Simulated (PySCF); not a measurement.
**Geometry relaxation of C4H6O3 (part 4 of 4)**

Continued. System: C4H6O3 (acetic anhydride), SMILES CC(=O)OC(C)=O. Method: HF/3-21G, RHF (PySCF 2.14.0). The geometry comes from this level: GFN2-xTB symmetrised.

Geometry of the input (Å):
```
C  0.3026  -0.7606  2.3672
C  0.5867  -0.5497  0.9081
O  1.5837  -0.8416  0.3301
O  -0.5223  0.0108  0.3131
C  -0.5078  0.5480  -0.9554
C  -1.9217  0.7943  -1.3964
O  0.4801  0.7987  -1.5675
H  -0.6397  -1.2891  2.4845
H  1.1128  -1.3240  2.8184
H  0.2104  0.2070  2.8554
H  -1.9210  1.3408  -2.3338
H  -2.4252  -0.1610  -1.5275
H  -2.4525  1.3534  -0.6305
```

**Trajectory as extended XYZ (Å, eV, eV/Å), 15 frames, from step=0 to step=14**
```
13
Properties=species:S:1:pos:R:3:forces:R:3 step=0 energy=-10271.13489
C     0.3026   -0.7606    2.3672   -0.0425  -0.0159   0.2049
C     0.5867   -0.5497    0.9081    0.0573  -0.4148   0.8946
O     1.5837   -0.8416    0.3301    0.2457  -0.0578  -0.2768
O    -0.5223    0.0108    0.3131    0.2267  -0.0047  -0.1358
C    -0.5078    0.5480   -0.9554   -0.7491   0.4292  -0.4799
C    -1.9217    0.7943   -1.3964   -0.2002   0.0209  -0.0593
O     0.4801    0.7987   -1.5675    0.3615   0.0452  -0.0872
H    -0.6397   -1.2891    2.4845    0.1594   0.1037  -0.0172
H     1.1128   -1.3240    2.8184   -0.1821   0.1451  -0.1274
H     0.2104    0.2070    2.8554   -0.0210  -0.1414  -0.0462
H    -1.9210    1.3408   -2.3338    0.0222  -0.1418   0.2233
H    -2.4252   -0.1610   -1.5275    0.0352   0.1411   0.0377
H    -2.4525    1.3534   -0.6305    0.0870  -0.1089  -0.1306
13
Properties=species:S:1:pos:R:3:forces:R:3 step=1 energy=-10271.16509
C     0.2751   -0.7453    2.3597    0.1307  -0.0834  -0.0333
C     0.6284   -0.6056    0.9066   -0.0874   0.2243  -0.1712
O     1.6181   -0.9488    0.3375   -0.0689  -0.0357   0.1256
O    -0.4429    0.0084    0.2677    0.0359   0.0512  -0.0406
C    -0.4816    0.6007   -0.9894   -0.1019  -0.1518   0.0011
C    -1.9243    0.7785   -1.3673    0.0312   0.0498  -0.0362
O     0.4828    0.9113   -1.6177    0.0056  -0.0486   0.1907
H    -0.6910   -1.2209    2.4558    0.0034  -0.0137  -0.0309
H     1.0342   -1.3250    2.8582    0.0171  -0.0203   0.0522
H     0.2079    0.2379    2.8102    0.0059   0.0095  -0.0524
H    -1.9872    1.3435   -2.2825   -0.0238   0.0174  -0.0345
H    -2.3836   -0.1935   -1.5027    0.0376  -0.0107   0.0199
H    -2.4500    1.2857   -0.5703    0.0146   0.0119   0.0097
13
Properties=species:S:1:pos:R:3:forces:R:3 step=2 energy=-10271.16833
C     0.2985   -0.7538    2.3721   -0.0801   0.0610  -0.0402
C     0.6136   -0.5964    0.9142    0.0573   0.0028  -0.0520
O     1.6027   -0.9412    0.3459   -0.0485   0.0222  -0.0947
O    -0.4693    0.0068    0.2851   -0.1921  -0.0271   0.0541
C    -0.5072    0.5897   -0.9744    0.2298  -0.0126   0.0182
C    -1.9340    0.7900   -1.3957    0.0355  -0.0988   0.1519
O     0.4764    0.8912   -1.5758    0.0344   0.0472  -0.0722
H    -0.6592   -1.2421    2.4825   -0.0289  -0.0162   0.0204
H     1.0744   -1.3265    2.8533    0.0220  -0.0015  -0.0224
H     0.2280    0.2269    2.8256   -0.0196   0.0178   0.0231
H    -1.9650    1.3498   -2.3159    0.0326   0.0031  -0.0107
H    -2.4009   -0.1770   -1.5356   -0.0225  -0.0179   0.0052
H    -2.4721    1.3096   -0.6156   -0.0200   0.0200   0.0194
13
Properties=species:S:1:pos:R:3:forces:R:3 step=3 energy=-10271.17233
C     0.2907   -0.7497    2.3626   -0.0089   0.0273   0.0077
C     0.6018   -0.5909    0.9050    0.0133  -0.0690   0.0718
O     1.5835   -0.9356    0.3248    0.0430  -0.0232  -0.0455
O    -0.4818    0.0121    0.2845    0.0716  -0.0564   0.0910
C    -0.4940    0.5905   -0.9738   -0.0641   0.0817  -0.0208
C    -1.9233    0.7826   -1.3825    0.0178   0.0162  -0.0947
O     0.4934    0.8932   -1.5684   -0.0237   0.0150  -0.0255
H    -0.6663   -1.2406    2.4753   -0.0005  -0.0048   0.0121
H     1.0701   -1.3212    2.8414   -0.0073   0.0151  -0.0137
H     0.2187    0.2316    2.8158   -0.0161  -0.0034   0.0229
H    -1.9629    1.3387   -2.3057   -0.0267  -0.0088  -0.0018
H    -2.3868   -0.1878   -1.5138   -0.0112   0.0068   0.0036
H    -2.4569    1.3041   -0.5995    0.0128   0.0035  -0.0070
13
Properties=species:S:1:pos:R:3:forces:R:3 step=4 energy=-10271.17368
C     0.2933   -0.7482    2.3649    0.0538  -0.0274   0.0067
C     0.6040   -0.6037    0.9049   -0.0140   0.0477  -0.0193
O     1.5779   -0.9560    0.3153    0.0021  -0.0436   0.0547
O    -0.4779    0.0089    0.2895   -0.0584   0.0356  -0.0291
C    -0.4967    0.6004   -0.9654    0.0057  -0.0396  -0.0535
C    -1.9242    0.7824   -1.3874   -0.0026   0.0005   0.0176
O     0.4886    0.9134   -1.5584    0.0092   0.0340   0.0165
H    -0.6658   -1.2338    2.4846    0.0098  -0.0065  -0.0086
H     1.0710   -1.3203    2.8449   -0.0015   0.0010   0.0172
H     0.2266    0.2357    2.8138   -0.0026  -0.0052  -0.0160
H    -1.9624    1.3387   -2.3104    0.0076  -0.0064   0.0074
H    -2.3813   -0.1905   -1.5226    0.0004   0.0030   0.0107
H    -2.4670    1.2999   -0.6081   -0.0094   0.0070  -0.0043
13
Properties=species:S:1:pos:R:3:forces:R:3 step=5 energy=-10271.17416
C     0.2971   -0.7469    2.3669   -0.0240   0.0131  -0.0031
C     0.5981   -0.6119    0.9039    0.0251   0.0227   0.0330
O     1.5679   -0.9845    0.3197   -0.0515   0.0160  -0.0543
O    -0.4793    0.0103    0.2868    0.0445  -0.0050  -0.0193
C    -0.4965    0.6104   -0.9657   -0.0049  -0.0278  -0.0256
C    -1.9245    0.7808   -1.3913   -0.0037  -0.0064   0.0119
O     0.4876    0.9415   -1.5509    0.0059  -0.0112   0.0621
H    -0.6639   -1.2263    2.4953   -0.0019  -0.0085   0.0014
H     1.0739   -1.3209    2.8456    0.0071  -0.0010  -0.0033
H     0.2386    0.2395    2.8111   -0.0061   0.0006  -0.0090
H    -1.9650    1.3393   -2.3125    0.0074   0.0004  -0.0045
H    -2.3732   -0.1955   -1.5304    0.0038  -0.0010   0.0097
H    -2.4748    1.2914   -0.6128   -0.0018   0.0081   0.0012
13
Properties=species:S:1:pos:R:3:forces:R:3 step=6 energy=-10271.17512
C     0.3007   -0.7461    2.3677   -0.0067   0.0158  -0.0062
C     0.5927   -0.6150    0.9028    0.0063  -0.0018  -0.0013
O     1.5537   -0.9943    0.3087   -0.0134  -0.0015  -0.0165
O    -0.4857    0.0095    0.2907   -0.0001  -0.0099   0.0037
C    -0.4985    0.6119   -0.9601    0.0119   0.0161   0.0182
C    -1.9237    0.7800   -1.3945    0.0036  -0.0194  -0.0003
O     0.4900    0.9515   -1.5328   -0.0013  -0.0012   0.0060
H    -0.6591   -1.2261    2.5028   -0.0023  -0.0076   0.0003
H     1.0806   -1.3180    2.8440    0.0054   0.0014  -0.0035
H     0.2435    0.2420    2.8080   -0.0068   0.0020   0.0014
H    -1.9584    1.3378   -2.3163    0.0007   0.0000  -0.0081
H    -2.3697   -0.1971   -1.5350   -0.0034  -0.0009   0.0044
H    -2.4800    1.2908   -0.6202    0.0061   0.0070   0.0019
13
Properties=species:S:1:pos:R:3:forces:R:3 step=7 energy=-10271.17596
C     0.3088   -0.7438    2.3686    0.0039   0.0036  -0.0004
C     0.5773   -0.6273    0.8987    0.0061  -0.0065   0.0051
O     1.5183   -1.0286    0.2873    0.0102  -0.0155   0.0021
O    -0.4997    0.0112    0.2999   -0.0133   0.0040   0.0113
C    -0.5016    0.6272   -0.9439    0.0032  -0.0241  -0.0025
C    -1.9206    0.7770   -1.4022    0.0022   0.0068  -0.0058
O     0.4931    0.9866   -1.4931   -0.0012   0.0278  -0.0164
H    -0.6496   -1.2214    2.5225    0.0002  -0.0045   0.0037
H     1.0950   -1.3134    2.8376   -0.0009   0.0033  -0.0005
H     0.2595    0.2485    2.8000   -0.0050  -0.0009   0.0039
H    -1.9466    1.3295   -2.3276   -0.0049  -0.0012  -0.0014
H    -2.3545   -0.2055   -1.5427    0.0014   0.0017   0.0037
H    -2.4934    1.2871   -0.6393   -0.0019   0.0055  -0.0028
13
Properties=species:S:1:pos:R:3:forces:R:3 step=8 energy=-10271.17622
C     0.3154   -0.7410    2.3698    0.0104  -0.0021   0.0008
C     0.5668   -0.6407    0.8958   -0.0080  -0.0059  -0.0057
O     1.4910   -1.0640    0.2736    0.0082  -0.0047   0.0131
O    -0.5078    0.0095    0.3044   -0.0093   0.0012  -0.0133
C    -0.5036    0.6376   -0.9341   -0.0049   0.0297   0.0285
C    -1.9184    0.7747   -1.4086   -0.0016  -0.0114  -0.0077
O     0.4925    1.0227   -1.4629    0.0062  -0.0044  -0.0165
H    -0.6416   -1.2164    2.5401    0.0022  -0.0024  -0.0017
H     1.1060   -1.3071    2.8354    0.0000   0.0012   0.0032
H     0.2714    0.2555    2.7917   -0.0015  -0.0012   0.0000
H    -1.9395    1.3267   -2.3345    0.0005  -0.0030   0.0001
H    -2.3420   -0.2116   -1.5521   -0.0062   0.0010  -0.0004
H    -2.5042    1.2811   -0.6528    0.0039   0.0019  -0.0005
13
Properties=species:S:1:pos:R:3:forces:R:3 step=9 energy=-10271.17631
C     0.3151   -0.7422    2.3700   -0.0013   0.0022  -0.0013
C     0.5675   -0.6393    0.8963    0.0011  -0.0025  -0.0040
O     1.4936   -1.0608    0.2756    0.0017  -0.0020   0.0037
O    -0.5070    0.0108    0.3040   -0.0010   0.0029  -0.0004
C    -0.5036    0.6384   -0.9347    0.0028  -0.0065   0.0059
C    -1.9188    0.7753   -1.4084   -0.0007   0.0008  -0.0001
O     0.4925    1.0196   -1.4667   -0.0026   0.0041  -0.0031
H    -0.6407   -1.2205    2.5389    0.0005  -0.0022  -0.0002
H     1.1066   -1.3069    2.8358    0.0010   0.0011  -0.0010
H     0.2680    0.2536    2.7933   -0.0022  -0.0001   0.0002
H    -1.9399    1.3237   -2.3364   -0.0001  -0.0005  -0.0013
H    -2.3444   -0.2107   -1.5478    0.0003   0.0004   0.0021
H    -2.5029    1.2858   -0.6540    0.0006   0.0023  -0.0007
13
Properties=species:S:1:pos:R:3:forces:R:3 step=10 energy=-10271.17637
C     0.3138   -0.7431    2.3696   -0.0038   0.0000   0.0011
C     0.5694   -0.6378    0.8966    0.0055   0.0047   0.0003
O     1.4986   -1.0560    0.2784   -0.0054  -0.0004  -0.0023
O    -0.5053    0.0108    0.3030    0.0062   0.0003  -0.0016
C    -0.5030    0.6369   -0.9365    0.0020  -0.0111  -0.0050
C    -1.9190    0.7763   -1.4072   -0.0009   0.0032   0.0016
O     0.4924    1.0146   -1.4721   -0.0027   0.0033   0.0046
H    -0.6398   -1.2268    2.5355    0.0004  -0.0017   0.0008
H     1.1072   -1.3042    2.8367    0.0006   0.0008  -0.0001
H     0.2603    0.2519    2.7937   -0.0021  -0.0006  -0.0012
H    -1.9407    1.3210   -2.3374    0.0005  -0.0007  -0.0003
H    -2.3484   -0.2088   -1.5412    0.0008   0.0004   0.0027
H    -2.4994    1.2920   -0.6534   -0.0010   0.0018  -0.0007
13
Properties=species:S:1:pos:R:3:forces:R:3 step=11 energy=-10271.17648
C     0.3111   -0.7456    2.3685   -0.0052   0.0011   0.0029
C     0.5739   -0.6343    0.8972    0.0015   0.0046   0.0005
O     1.5084   -1.0467    0.2831   -0.0082   0.0040  -0.0077
O    -0.5013    0.0111    0.3007    0.0148  -0.0015   0.0030
C    -0.5015    0.6338   -0.9403    0.0012  -0.0146  -0.0176
C    -1.9194    0.7788   -1.4043   -0.0001   0.0055   0.0036
O     0.4926    1.0052   -1.4829   -0.0037   0.0003   0.0142
H    -0.6358   -1.2447    2.5279   -0.0002  -0.0006  -0.0001
H     1.1100   -1.2955    2.8395    0.0006   0.0005  -0.0007
H     0.2392    0.2475    2.7940   -0.0014  -0.0001  -0.0011
H    -1.9422    1.3116   -2.3414    0.0008   0.0000   0.0002
H    -2.3584   -0.2040   -1.5222    0.0022   0.0001   0.0028
H    -2.4904    1.3100   -0.6541   -0.0023   0.0009  -0.0001
13
Properties=species:S:1:pos:R:3:forces:R:3 step=12 energy=-10271.17653
C     0.3093   -0.7473    2.3676   -0.0042  -0.0021   0.0021
C     0.5766   -0.6325    0.8974    0.0027   0.0117   0.0018
O     1.5145   -1.0402    0.2854   -0.0060   0.0000  -0.0062
O    -0.4991    0.0104    0.2991    0.0096  -0.0059   0.0041
C    -0.5006    0.6308   -0.9428    0.0004  -0.0040  -0.0128
C    -1.9195    0.7808   -1.4023    0.0007   0.0025   0.0019
O     0.4931    0.9984   -1.4888   -0.0025  -0.0015   0.0087
H    -0.6317   -1.2589    2.5226   -0.0006  -0.0003   0.0013
H     1.1130   -1.2873    2.8417    0.0000  -0.0002  -0.0003
H     0.2224    0.2445    2.7932   -0.0003  -0.0002  -0.0020
H    -1.9426    1.3047   -2.3443    0.0002   0.0001   0.0001
H    -2.3659   -0.2000   -1.5082    0.0010  -0.0001   0.0012
H    -2.4834    1.3237   -0.6549   -0.0010   0.0001   0.0001
13
Properties=species:S:1:pos:R:3:forces:R:3 step=13 energy=-10271.17654
C     0.3088   -0.7478    2.3673    0.0003   0.0009   0.0014
C     0.5775   -0.6314    0.8974   -0.0042  -0.0022  -0.0005
O     1.5156   -1.0386    0.2854    0.0002   0.0018  -0.0016
O    -0.4985    0.0105    0.2989    0.0038  -0.0004   0.0019
C    -0.5003    0.6300   -0.9435    0.0001  -0.0003  -0.0059
C    -1.9194    0.7812   -1.4017    0.0002   0.0006   0.0009
O     0.4933    0.9969   -1.4900   -0.0005  -0.0007   0.0032
H    -0.6305   -1.2632    2.5209    0.0003   0.0003  -0.0007
H     1.1139   -1.2851    2.8423    0.0001   0.0001   0.0003
H     0.2173    0.2435    2.7929    0.0000   0.0000   0.0005
H    -1.9427    1.3020   -2.3455    0.0002  -0.0001   0.0003
H    -2.3679   -0.1989   -1.5033    0.0002   0.0000   0.0002
H    -2.4811    1.3280   -0.6555   -0.0006  -0.0001   0.0000
13
Properties=species:S:1:pos:R:3:forces:R:3 step=14 energy=-10271.17654
C     0.3090   -0.7477    2.3674   -0.0002  -0.0003  -0.0001
C     0.5770   -0.6319    0.8973   -0.0005   0.0017  -0.0003
O     1.5147   -1.0393    0.2849    0.0005  -0.0008   0.0000
O    -0.4989    0.0102    0.2990    0.0002  -0.0012   0.0016
C    -0.5003    0.6301   -0.9433    0.0003   0.0012  -0.0008
C    -1.9193    0.7812   -1.4019    0.0002  -0.0002  -0.0001
O     0.4935    0.9976   -1.4889   -0.0005  -0.0003   0.0000
H    -0.6304   -1.2626    2.5216   -0.0001  -0.0001   0.0002
H     1.1141   -1.2850    2.8422    0.0000   0.0000  -0.0002
H     0.2181    0.2439    2.7927    0.0000   0.0001  -0.0002
H    -1.9425    1.3025   -2.3454   -0.0001   0.0000  -0.0001
H    -2.3674   -0.1991   -1.5043    0.0000   0.0000  -0.0001
H    -2.4816    1.3272   -0.6556    0.0002   0.0000   0.0000
```

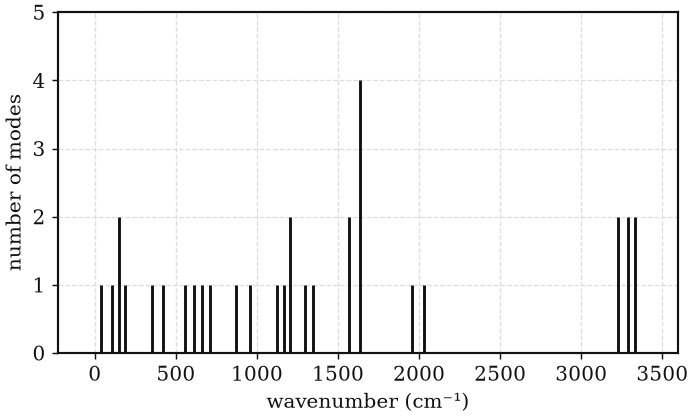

*Harmonic vibrational wavenumbers from the force constants; neighbouring modes closer than 15 cm⁻¹ are counted in one stick.*

33 modes from 37 to 3332 cm⁻¹, none imaginary.

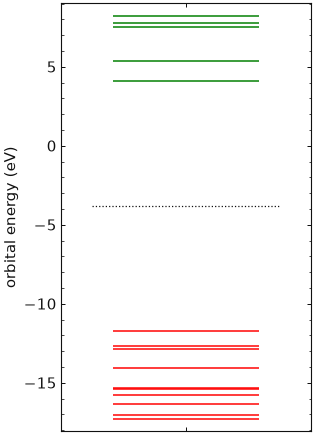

*Orbital energies near the frontier; the dotted line parts filled from empty levels, and levels within 0.02 eV of each other stand side by side.*

Highest filled −11.75 eV, lowest empty 4.07 eV, 15.82 eV apart.

**Key numbers**

| quantity | value |
| --- | --- |
| outcome | converged |
| total energy | −377.458776 hartree |
| basis functions | 75 |
| HOMO | −11.75 eV |
| LUMO | 4.07 eV |
| zero-point energy | 0.105888 hartree |
| dipole moment | 4.64 D |
| wavenumbers, lowest and highest | 37 and 3332 cm⁻¹ |
| wall time | 58 s |
| peak memory | 0.18 GiB |
